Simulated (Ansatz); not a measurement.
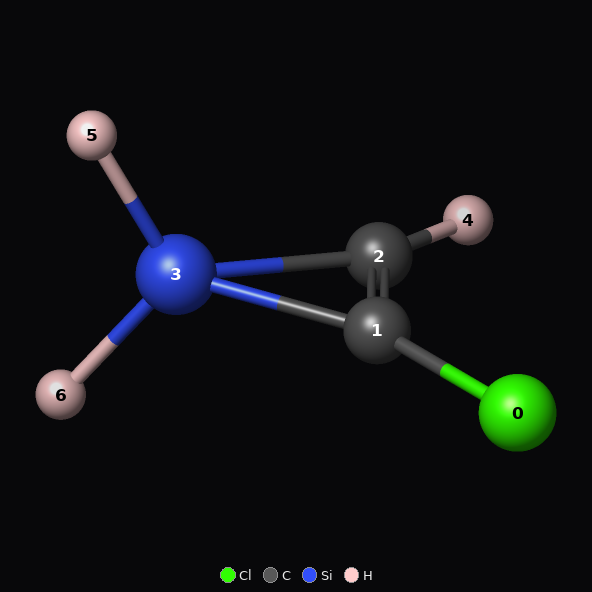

The structure as it stands in the input. Atoms are numbered from 0, in the order of the input.

The calculation was set up as follows.

```yaml
crystal:
  periodic: [false, false, false]
  atoms:
    - {symbol: Cl, position_ang: [-1.169245, -2.293315, 0.411478]}
    - {symbol: C, position_ang: [-0.358007, -0.819919, 0.163156]}
    - {symbol: C, position_ang: [0.836773, -0.329965, 0.466728]}
    - {symbol: Si, position_ang: [-0.185872, 0.871566, -0.438874]}
    - {symbol: H, position_ang: [1.727498, -0.673809, 0.975570]}
    - {symbol: H, position_ang: [-0.837764, 2.011292, 0.248794]}
    - {symbol: H, position_ang: [0.047816, 1.166150, -1.872551]}
basis:
  gaussian: {orbitals: def2-mTZVPP}
hamiltonian: {xc: {name: CAM-B3LYP}}
output: {forces: true}
```

It was started with:

```sh
ansatz run in.yaml --threads 2 --pin off --events-out ev --progress --plain --max-ram 4352MiB
```

Output:

```
Functional definition: CAM-B3LYP
  name "CAM-B3LYP"
  cite "Yanai, Tew & Handy, Chem. Phys. Lett. 393, 51 (2004) doi:10.1016/j.cplett.2004.06.011"
  cite "Iikura, Tsuneda, Yanai & Hirao, J. Chem. Phys. 115, 3540 (2001) doi:10.1063/1.1383587"
  cite "Becke, Phys. Rev. A 38, 3098 (1988) doi:10.1103/PhysRevA.38.3098"
  cite "Lee, Yang & Parr, Phys. Rev. B 37, 785 (1988) doi:10.1103/PhysRevB.37.785"
  cite "Vosko, Wilk & Nusair, Can. J. Phys. 58, 1200 (1980) doi:10.1139/p80-159"
  parameter alpha = 0.19
  parameter beta = 0.46
  parameter omega = 0.33/bohr
  parameter ac = 0.81
  # Exact exchange under (alpha + beta erf(omega r))/r, Becke's under what is left of 1/r.
  exchange = (1 - alpha - beta)*b88_x + beta*b88_x_sr(omega) + alpha*exact_x + beta*exact_x_lr(omega)
  correlation = (1 - ac)*vwn5_c + ac*lyp_c
988 factors; integrals over basis functions are off by at most 1.2e-3 eV
318 factors; integrals over basis functions are off by at most 9.4e-6 eV
mean field evaluation 1: about -22516.4112 eV, gradient 4.5e1 eV
mean field evaluation 2: about -22515.0768 eV, gradient 4.8e1 eV
mean field evaluation 4: about -22521.1216 eV, gradient 1.3e0 eV
mean field evaluation 8: about -22521.1654 eV, gradient 7.7e-2 eV
mean field evaluation 16: about -22521.1654 eV, gradient 1.2e-5 eV
mean field -22521.16539767 eV, -827.6375629701 hartree, gradient 1.2e-5 eV, S^2 0.000000; 0 other end points of the search recorded, 0 dependent functions left out
the calculation of the forces begins
reference -22521.16552231 eV, -827.6375675507 hartree; 23, 23 occupied and 84, 84 virtual orbitals, 988 factors
Total energy: -22521.16552231 eV, -827.6375675507 hartree
Atom 0 at    -1.169245    -2.293315     0.411478 Å, force    -0.229701    -0.445531     0.081633 eV/Å
Atom 1 at    -0.358007    -0.819919     0.163156 Å, force     0.549262     0.606449    -0.012393 eV/Å
Atom 2 at     0.836773    -0.329965     0.466728 Å, force    -0.250571    -0.162791    -0.039663 eV/Å
Atom 3 at    -0.185872     0.871566    -0.438874 Å, force    -0.047434     0.137547    -0.074553 eV/Å
Atom 4 at     1.727498    -0.673809     0.975570 Å, force    -0.063029     0.014368    -0.032075 eV/Å
Atom 5 at    -0.837764     2.011292     0.248794 Å, force     0.069092    -0.121173    -0.077296 eV/Å
Atom 6 at     0.047816     1.166150    -1.872551 Å, force    -0.027617    -0.028868     0.154348 eV/Å
Dipole moment:     0.157911     0.259711    -0.037546 e Å
```

The run converged.
